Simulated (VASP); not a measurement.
Shape and ions are relaxed at each volume.

Energy against volume of CrO2 (rutile). Level of theory: PBE GGA with D4 dispersion, VASP's PBE PAW potentials (set 64) (plane waves; VASP).

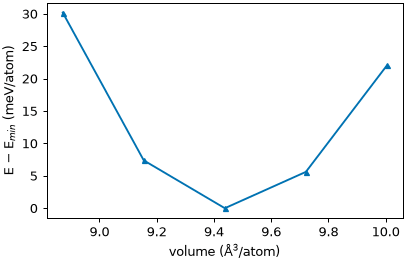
Energy against volume

Estimate the equilibrium volume and the bulk modulus.

The minimum lies near 9.4 Å³/atom, and the curvature gives B0 of about 240 GPa.

The compound is CrO2 in the rutile structure. It was relaxed first.
